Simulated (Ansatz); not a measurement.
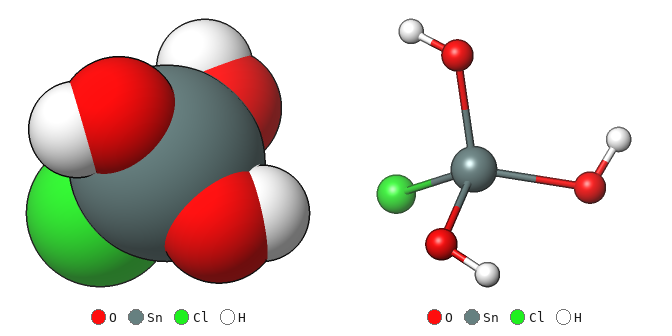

Both panels show the same species.

The geometry was computed by an optimisation with PBE0-D4/def2-TZVP.

Identify the structure.

It has 8 atoms: 1 chlorine, 3 hydrogen, 3 oxygen and 1 tin (ClH3O3Sn). Its SMILES string is `[OH][Sn]([OH])([OH])[Cl]`. Coordination: 3 O bent; 1 Sn tetrahedral.

More results for the same structure follow; atom numbers are the same in all pictures, views and colours differ.

Shape

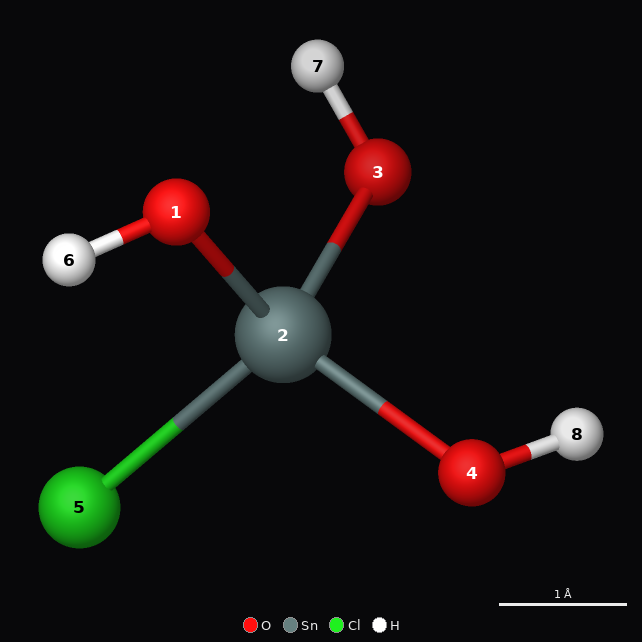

Give these bond angles: Sn2–O1–H6, O1–Sn2–O3, O1–Sn2–O4, O1–Sn2–Cl5, O3–Sn2–O4, O3–Sn2–Cl5, O4–Sn2–Cl5, Sn2–O3–H7, Sn2–O4–H8.

```
     angle  degrees
 Sn2–O1–H6    112.7
 O1–Sn2–O3    108.6
 O1–Sn2–O4    113.0
O1–Sn2–Cl5    107.2
 O3–Sn2–O4    105.6
O3–Sn2–Cl5    113.6
O4–Sn2–Cl5    109.0
 Sn2–O3–H7    113.0
 Sn2–O4–H8    111.5
```

Electronic properties

Properties computed with RKS HSE06 (plane-wave form)-D4/def2-TZVPP, core potentials on Sn (Ansatz 0.2.0).

Computed properties:

- HOMO energy (Kohn–Sham orbital): −8.89 eV
- LUMO energy (Kohn–Sham orbital): −2.38 eV
- HOMO–LUMO gap: 6.51 eV
- dispersion correction: −15.0 kJ/mol

Vibrations

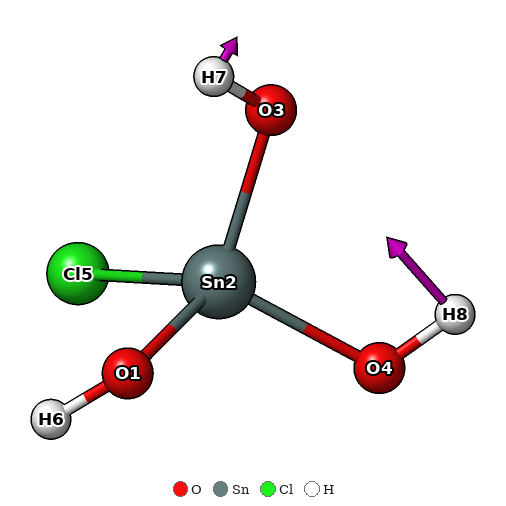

The arrows show one normal mode. Harmonic vibrations computed with RKS PBE0-D4/def2-TZVP, core potentials on Sn (Ansatz 0.2.0) at a stationary point of the same level.

What kind of motion is it?

Answer. Mostly H–O–Sn bending.

Estimate its harmonic wavenumber.

Answer. 887 cm⁻¹; it is mode 15 of 18 counted from the lowest.

Dipole moment

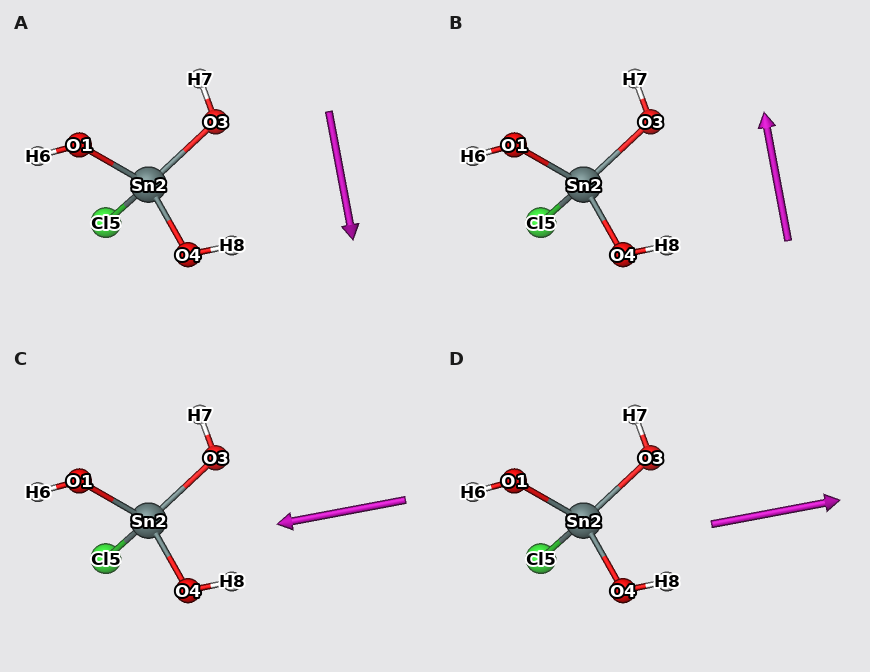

The same molecule four times, each with an arrow. Properties computed with RKS ωB97M-V/def2-TZVPP, core potentials on Sn (Ansatz 0.2.0).

Which arrow points along the dipole moment, from the negative to the positive end?

Answer. B. The dipole moment is 1.34 D; it points from the side of O4, H8 to the side of H7 (the outermost atoms at the two ends).
